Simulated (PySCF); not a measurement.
**C$_{5}$H$_{11}$NSSi: geometry relaxation**

System: C$_{5}$H$_{11}$NSSi.
Method: PBE0-D3(BJ)/def2-SVP geometry optimisation, gas phase (PySCF 2.14.0).

It belongs to a series of runs on one base structure; here: H on C replaced by C(S)CH3.

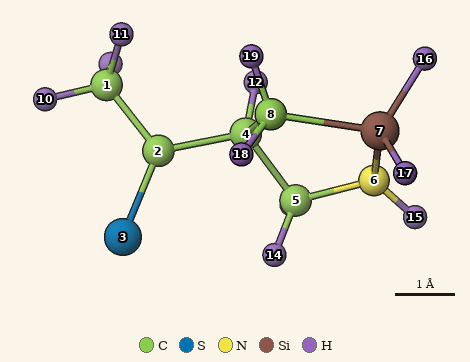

Fig. 1: The input geometry (ball-and-stick view, seen at a tilt; atoms are numbered from 1 in the order of the input).

**Summary**

- outcome: converged
- total energy: −938.654555 hartree
- dipole moment: 2.00 D
- point group: C1
- hardware: 1 CPU thread, shared host
- wall time: 4.6 min
- peak memory: 0.75 GiB

**The input**
```
{"job": {"xc": "PBE0", "basis": "def2-SVP", "d3": "d3bj", "grid": 1, "shake": 0.01, "kind": "geom"}, "charge": 0, "multiplicity": 1}
C     -2.664110     0.464440     0.340960
C     -1.562980    -0.487950     0.283710
S     -1.755090    -1.996750     0.852020
C     -0.231990     0.026970    -0.265300
C      0.581760    -1.033770    -0.986830
N      1.903600    -0.446680    -1.110290
Si     2.368370     0.582560     0.181540
C      0.606520     0.589280     0.884960
H     -3.028610     0.706080    -0.658770
H     -3.518870     0.089210     0.922400
H     -2.363540     1.429670     0.781930
H     -0.455070     0.843510    -0.956270
H      0.141370    -1.240900    -1.974030
H      0.576200    -1.951910    -0.383720
H      2.536440    -1.002280    -1.672210
H      2.784950     1.892640    -0.346590
H      3.315150     0.074860     1.162710
H      0.514660    -0.080040     1.753380
H      0.220510     1.548100     1.211150
```

The first line tells a small driver script what to run in PySCF; the rest is the geometry in Å.

Launch command:
```bash
OMP_NUM_THREADS=1 python <driver script> task.json out
```

**Output**
```
step   0  E = -938.64878982  max force = 0.021459
step   1  E = -938.65411243  max force = 0.004743
step   2  E = -938.65441179  max force = 0.002116
step   3  E = -938.65448902  max force = 0.000791
step   4  E = -938.65451048  max force = 0.000484
step   5  E = -938.65453269  max force = 0.000730
step   6  E = -938.65454234  max force = 0.000743
step   7  E = -938.65455462  max force = 0.000406
optimisation converged
```

**Trajectory as extended XYZ (Å, eV, eV/Å), 6 of the 8 frames kept, from step=0 to step=7**
```
19
Properties=species:S:1:pos:R:3:forces:R:3 step=0 energy=-25541.93456
C    -2.6641    0.4644    0.3410   -1.0059   0.9443   0.5073
C    -1.5630   -0.4879    0.2837    1.0141  -0.4015  -0.1210
S    -1.7551   -1.9968    0.8520    0.0365  -0.4271   0.1071
C    -0.2320    0.0270   -0.2653   -1.1035  -0.6243   0.3435
C     0.5818   -1.0338   -0.9868    0.3463   0.5411   0.1144
N     1.9036   -0.4467   -1.1103    0.2941  -0.8473  -0.7711
Si    2.3684    0.5826    0.1815   -1.0760   0.2731  -0.1396
C     0.6065    0.5893    0.8850    0.1363  -0.1277   0.2277
H    -3.0286    0.7061   -0.6588   -0.0451   0.0745  -0.5010
H    -3.5189    0.0892    0.9224    0.1133  -0.0963  -0.0653
H    -2.3635    1.4297    0.7819    0.1827   0.0331  -0.0310
H    -0.4551    0.8435   -0.9563   -0.0112   0.2610  -0.3043
H     0.1414   -1.2409   -1.9740   -0.0204  -0.1218  -0.0472
H     0.5762   -1.9519   -0.3837   -0.1258  -0.2605  -0.0123
H     2.5364   -1.0023   -1.6722    0.1218   0.1219  -0.0289
H     2.7849    1.8926   -0.3466    0.3566   0.4255   0.0510
H     3.3152    0.0749    1.1627    0.6627  -0.2224   0.4705
H     0.5147   -0.0800    1.7534    0.2067  -0.1391   0.0403
H     0.2205    1.5481    1.2111   -0.0833   0.5934   0.1602
19
Properties=species:S:1:pos:R:3:forces:R:3 step=1 energy=-25542.07939
C    -3.0653    0.3365    0.8701    0.1590  -0.2048  -0.0710
C    -1.9654   -0.6853    0.8165   -0.1446   0.1253  -0.0225
S    -2.1724   -2.2037    1.3708    0.0054   0.0267  -0.0175
C    -0.6618   -0.1711    0.2585    0.1097   0.0868  -0.0830
C     0.1897   -1.1956   -0.4984   -0.0526  -0.1482  -0.0543
N     1.5206   -0.6329   -0.6352   -0.1820   0.2151   0.0311
Si    1.9407    0.4717    0.6278    0.1813  -0.0854   0.2439
C     0.2097    0.4232    1.3944   -0.0842   0.1166  -0.0026
H    -3.3852    0.5831   -0.1570    0.0139  -0.0035  -0.0206
H    -3.9273   -0.0320    1.4337   -0.0682  -0.0233   0.0513
H    -2.6955    1.2719    1.3136    0.0292   0.1038   0.0507
H    -0.8914    0.6558   -0.4411   -0.0009  -0.0472   0.0486
H    -0.2681   -1.3944   -1.4852    0.0315  -0.0078   0.0465
H     0.1699   -2.1482    0.0661    0.0104   0.0187  -0.0339
H     2.1453   -1.0937   -1.2777    0.0749  -0.0786  -0.0690
H     2.4173    1.8280    0.2005   -0.0941  -0.0238  -0.1283
H     2.9998   -0.0260    1.5745   -0.0804   0.0202  -0.0179
H     0.2112   -0.2686    2.2500    0.0462  -0.0688   0.0604
H    -0.1799    1.3887    1.7526    0.0457  -0.0216  -0.0121
19
Properties=species:S:1:pos:R:3:forces:R:3 step=3 energy=-25542.08964
C    -3.0567    0.3432    0.8648   -0.0168   0.0262   0.0183
C    -1.9687   -0.6806    0.8117    0.0180  -0.0074  -0.0118
S    -2.1919   -2.2035    1.3462    0.0001  -0.0075   0.0003
C    -0.6557   -0.1748    0.2662   -0.0111  -0.0183   0.0196
C     0.1899   -1.2036   -0.4926    0.0020  -0.0011   0.0007
N     1.5136   -0.6270   -0.6346   -0.0067   0.0115  -0.0407
Si    1.9380    0.4671    0.6378    0.0339   0.0148   0.0044
C     0.2105    0.4146    1.4092   -0.0017  -0.0177   0.0040
H    -3.3601    0.6011   -0.1652   -0.0026   0.0051   0.0034
H    -3.9312   -0.0231    1.4163    0.0132   0.0068  -0.0108
H    -2.6873    1.2772    1.3224   -0.0085  -0.0180  -0.0110
H    -0.8789    0.6537   -0.4295    0.0119   0.0126  -0.0165
H    -0.2683   -1.4019   -1.4770   -0.0116  -0.0105  -0.0076
H     0.1768   -2.1574    0.0673    0.0011  -0.0033   0.0125
H     2.1420   -1.0850   -1.2812   -0.0196  -0.0017   0.0338
H     2.3754    1.8163    0.1537   -0.0062   0.0047  -0.0012
H     2.9966   -0.0083    1.5867    0.0064   0.0007   0.0124
H     0.2214   -0.2815    2.2654   -0.0056  -0.0017  -0.0255
H    -0.1734    1.3807    1.7670    0.0037   0.0050   0.0155
19
Properties=species:S:1:pos:R:3:forces:R:3 step=4 energy=-25542.09022
C    -3.0553    0.3474    0.8633   -0.0156   0.0171   0.0052
C    -1.9703   -0.6795    0.8085    0.0209  -0.0062  -0.0076
S    -2.1973   -2.2039    1.3378   -0.0067   0.0035  -0.0008
C    -0.6552   -0.1758    0.2662   -0.0219  -0.0036   0.0142
C     0.1898   -1.2060   -0.4905    0.0065   0.0106   0.0056
N     1.5121   -0.6261   -0.6346   -0.0037   0.0042  -0.0249
Si    1.9387    0.4677    0.6384   -0.0104   0.0046  -0.0098
C     0.2110    0.4106    1.4106    0.0045  -0.0015  -0.0056
H    -3.3568    0.6106   -0.1660   -0.0001   0.0000   0.0016
H    -3.9318   -0.0175    1.4118    0.0016  -0.0013  -0.0025
H    -2.6846    1.2786    1.3243    0.0016  -0.0060  -0.0021
H    -0.8747    0.6535   -0.4301    0.0106   0.0038  -0.0092
H    -0.2694   -1.4079   -1.4740   -0.0021  -0.0069   0.0000
H     0.1781   -2.1581    0.0728    0.0059   0.0004   0.0059
H     2.1406   -1.0865   -1.2784    0.0028  -0.0122   0.0127
H     2.3688    1.8180    0.1501    0.0032   0.0000   0.0097
H     2.9978   -0.0044    1.5888    0.0082   0.0018   0.0012
H     0.2219   -0.2893    2.2630   -0.0015  -0.0059  -0.0078
H    -0.1718    1.3759    1.7724   -0.0036  -0.0022   0.0141
19
Properties=species:S:1:pos:R:3:forces:R:3 step=6 energy=-25542.09109
C    -3.0496    0.3708    0.8554   -0.0025  -0.0333  -0.0037
C    -1.9787   -0.6722    0.7932    0.0057   0.0105  -0.0028
S    -2.2255   -2.2014    1.2999   -0.0291   0.0237  -0.0003
C    -0.6556   -0.1788    0.2652    0.0130   0.0058  -0.0239
C     0.1919   -1.2139   -0.4804   -0.0051  -0.0072  -0.0108
N     1.5096   -0.6260   -0.6376   -0.0015   0.0240   0.0237
Si    1.9345    0.4686    0.6382   -0.0382  -0.0225  -0.0068
C     0.2091    0.3935    1.4165    0.0165   0.0369  -0.0068
H    -3.3409    0.6549   -0.1712    0.0043  -0.0077  -0.0017
H    -3.9344    0.0102    1.3923   -0.0139  -0.0031   0.0088
H    -2.6681    1.2886    1.3327    0.0078   0.0082   0.0104
H    -0.8596    0.6530   -0.4343    0.0058  -0.0110   0.0089
H    -0.2689   -1.4364   -1.4590    0.0024   0.0035   0.0089
H     0.1888   -2.1568    0.0992    0.0021   0.0053  -0.0099
H     2.1427   -1.1011   -1.2656    0.0187  -0.0144  -0.0043
H     2.3465    1.8248    0.1520    0.0095  -0.0004   0.0096
H     3.0011    0.0041    1.5849    0.0043   0.0016  -0.0140
H     0.2228   -0.3251    2.2525    0.0105  -0.0063   0.0163
H    -0.1739    1.3505    1.8005   -0.0102  -0.0137  -0.0016
19
Properties=species:S:1:pos:R:3:forces:R:3 step=7 energy=-25542.09142
C    -3.0502    0.3740    0.8545    0.0098  -0.0088  -0.0055
C    -1.9802   -0.6696    0.7902   -0.0104   0.0069   0.0040
S    -2.2363   -2.1980    1.2943    0.0006   0.0027  -0.0051
C    -0.6549   -0.1789    0.2643    0.0066  -0.0020  -0.0077
C     0.1926   -1.2148   -0.4802   -0.0058  -0.0034   0.0003
N     1.5106   -0.6270   -0.6366   -0.0042   0.0096   0.0048
Si    1.9343    0.4678    0.6389   -0.0182  -0.0129   0.0013
C     0.2095    0.3920    1.4171    0.0047   0.0209  -0.0016
H    -3.3401    0.6604   -0.1718    0.0015  -0.0012  -0.0017
H    -3.9359    0.0125    1.3898   -0.0042  -0.0007   0.0033
H    -2.6679    1.2900    1.3349    0.0014   0.0065   0.0042
H    -0.8559    0.6533   -0.4352   -0.0003  -0.0039   0.0047
H    -0.2679   -1.4386   -1.4585    0.0020   0.0056   0.0026
H     0.1892   -2.1570    0.1003    0.0010  -0.0004  -0.0068
H     2.1454   -1.1048   -1.2611    0.0109  -0.0088   0.0012
H     2.3478    1.8246    0.1555    0.0035   0.0002   0.0034
H     3.0028    0.0025    1.5829    0.0018  -0.0006  -0.0072
H     0.2242   -0.3283    2.2520    0.0061  -0.0024   0.0081
H    -0.1752    1.3473    1.8033   -0.0070  -0.0073  -0.0023
```

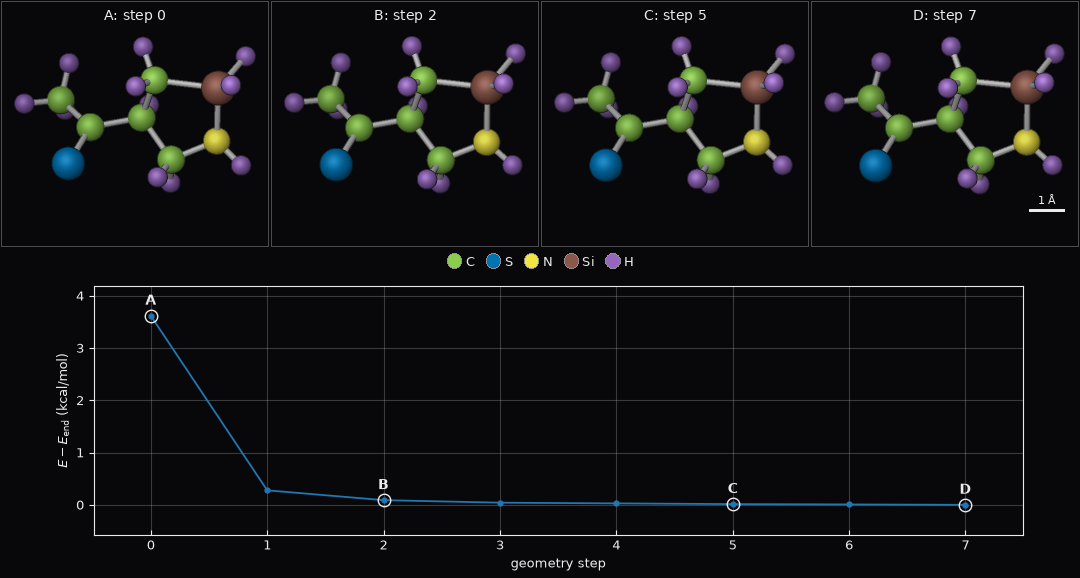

Fig. 2: Frames of the relaxation (ball-and-stick view, seen at a tilt) above the curves, on which the letters mark them (steps are counted from 0).

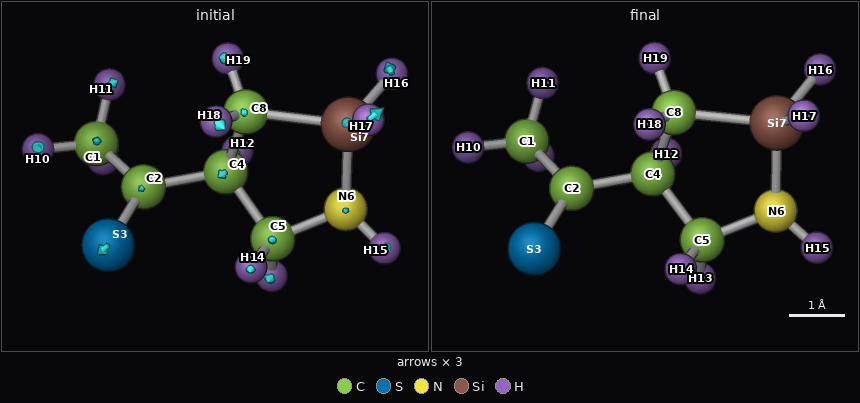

Fig. 3: Before (left) and after (right) the relaxation, at one scale (ball-and-stick view, seen at a tilt). The teal arrows give the displacements, magnified 3 times. Over 7 geometry steps the energy falls by 3.62 kcal/mol. The largest force component goes from 1.1 to 0.021 eV/Å. H17 moves most after the best rigid fit: 0.14 Å. Largest moves by element: H 0.14 Å, S 0.11 Å, Si 0.08 Å, C 0.07 Å, N 0.03 Å. Distances before and after: Si7–H17 1.455 → 1.500 Å, C1–C2 1.457 → 1.496 Å, Si7–H16 1.473 → 1.498 Å, C2–C4 1.529 → 1.508 Å. Among the angles that change: H16–Si7–H17 111.6° → 106.7°, N6–Si7–H16 109.9° → 113.7°, C5–N6–H15 113.2° → 116.5°. (Atoms are counted from 1 in the order of the input.)
